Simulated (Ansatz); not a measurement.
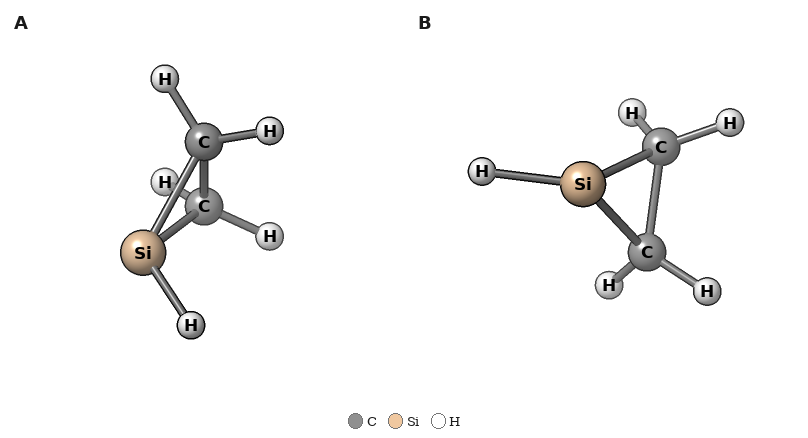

Atoms fade into the background with distance from the viewer. The species is neutral and a spin doublet. The geometry was computed by an optimisation with PBE0-D4/def2-TZVP. No frequency run is at hand to confirm it as a minimum.

How are A and B related: the same structure turned, mirror images, conformers, diastereomers or constitutional isomers?

They are the same structure, C2H5Si (C1C[SiH]1), seen from two directions. With point group Cs it is achiral, so its mirror image would be the same too.
